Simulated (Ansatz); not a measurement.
# Converging the plane-wave cutoff: Ge2Mo (I4mm, 3 atoms in the cell)

```xyz
3
Lattice="-1.6684 1.6684 4.1137 1.6684 -1.6684 4.1137 1.6684 1.6684 -4.1137" Properties=species:S:1:pos:R:3 pbc="T T T"
Ge     0.0000     0.0000     5.4938
Ge     0.0000     0.0000     2.7835
Mo     0.0000     0.0000     0.0000
```

Method: LDA (PW92), default PAW files made with PBE (plane waves; Ansatz, an electronic-structure program).

Base settings: basis.ecutwfc = 420 eV; kpoints.mp_grid.grid = 8 8 8; hamiltonian.xc = lda; hamiltonian.pseudopotentials = {kind: paw} (the program's default PAW files); scf.occupations.method = gaussian; scf.occupations.width = 0.1 eV.

The second cell is the first with its lattice scaled by 0.98.

The mesh stays at the base's, so the ladder's end is converged at best in this setting alone.

The first pressure column holds Ansatz's estimate of the finite-basis (Pulay) stress, which hides part of the cutoff error; the other is without it.

Only quantities that move along the ladder and can be compared are tabulated.

The count of work is k-points × plane waves × bands × iterations; it is no time. 

The starting cell comes from a database of computed structures (which also holds hypothetical and non-ambient phases and stackings), without a prior relaxation at this level. Its lattice was rescaled by up to half a per cent. One atom was moved a little off its site on purpose. Spin polarisation is off. In the base run, with a pressure of about -9 GPa the cell is away from its equilibrium volume at this level.

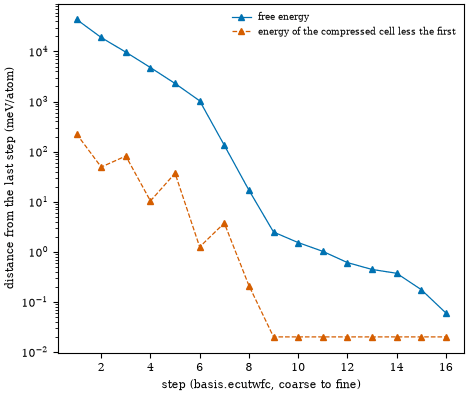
Fig. 1. Distance from the last step along the ladder; very small values are drawn at a floor.

```csv
basis.ecutwfc,free energy less the last step's (meV/atom),energy of the compressed cell less the first (meV/atom),pressure (GPa),pressure without the Pulay estimate (GPa),largest difference of a force vector from the last step's (eV/Å),count of work / last
145 eV,43716.69,-246.18,-18.28,-1507.46,1.455,0.077
170 eV,19020.39,-69.83,-12.70,-781.35,0.028,0.071
190 eV,9700.08,-102.27,-15.28,-462.65,0.645,0.081
210 eV,4778.34,-30.93,-14.67,-267.69,0.075,0.10
230 eV,2295.29,-57.59,-11.25,-151.62,0.058,0.099
250 eV,1035.70,-19.31,-6.63,-82.47,0.027,0.12
295 eV,134.19,-16.82,-8.18,-21.79,0.010,0.16
335 eV,17.03,-20.35,-8.66,-10.77,0.001,0.17
380 eV,2.48,-20.55,-8.67,-8.83,0.000,0.23
420 eV,1.53,-20.55,-8.66,-8.70,0.000,0.26
460 eV,1.02,-20.55,-8.67,-8.70,0.000,0.30
505 eV,0.61,-20.56,-8.67,-8.69,0.000,0.35
565 eV,0.44,-20.56,-8.67,-8.67,0.000,0.40
630 eV,0.37,-20.56,-8.67,-8.67,0.000,0.49
735 eV,0.18,-20.56,-8.67,-8.67,0.000,0.62
840 eV,0.06,-20.56,-8.67,-8.67,0.000,0.74
1010 eV,0.00,-20.56,-8.67,-8.67,0.000,1.0
```

Coarsest basis.ecutwfc that holds the pressure without the Pulay estimate within 0.1 GPa of the last step, with all finer ones: 420 eV, at 0.26 of the last step's count of work; the step before is off by 0.16 GPa.

Coarsest basis.ecutwfc that holds the energy of the compressed cell less the first within 1 meV/atom of the last step, with all finer ones: 335 eV, at 0.17 of the last step's count of work; the step before is off by 3.7 meV/atom.

Coarsest basis.ecutwfc that holds the forces within 0.005 eV/Å of the last step, with all finer ones: 335 eV, at 0.17 of the last step's count of work; the step before is off by 0.010 eV/Å.

The energy difference between the two cells stays within 1 meV/atom of the last step's from 335 eV on, the total only from 505 eV on: much of the error is common to both cells and cancels.

At the lowest cutoff the pressure without the Pulay estimate lies 1500 GPa under the last step's, the usual sign of Pulay stress in an incomplete plane-wave basis.

Keys are those of Ansatz 0.2.
